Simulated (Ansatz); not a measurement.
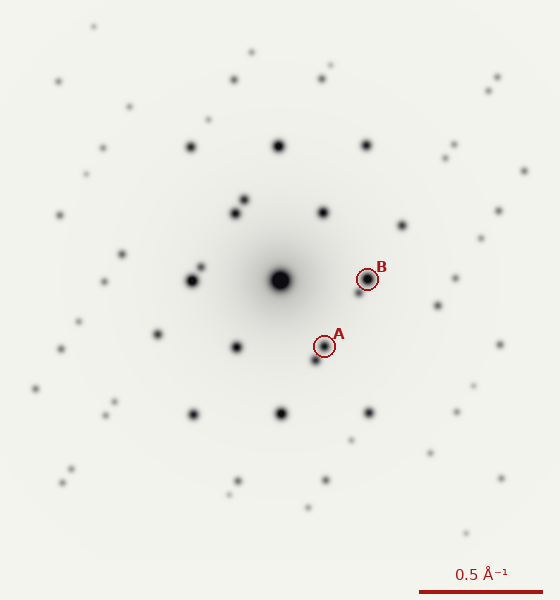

The pattern is a kinematic simulation for 80 kV electrons (no multiple scattering; isotropic B = 0.3 Å²). Two individuals of a reflection twin are superposed (a geometric construction: whether this twin forms is not tested; the second individual is smaller and so fainter). Crystal: La, space group P6_3/mmc (No. 194), a = 3.67 Å, c = 11.76 Å (hexagonal axes), zone axis [211]. Structure: the input geometry of an electronic-structure calculation (not necessarily at equilibrium).

```
atom  site  symmetry       x       y       z
  La    2a      -3m.  0.0000  0.0000  0.0000
  La    2d      -6m2  0.3333  0.6667  0.7500
```

In the first individual spot A is -1 1 1 and spot B is -1 0 2.

Q: Find the twin plane.

A: (01-1). The spot positions of the combined pattern are mirror-symmetric about the row through 0 1 -1 (d = 3.064 Å), which both individuals share, while a single individual has only symmetry 2mm without that mirror line. Friedel's law adds a mirror line at right angles, along which no low-index reflection lies.

Q: Which other reflections coincide?

A: Within the frame only the reflections of the common row coincide.
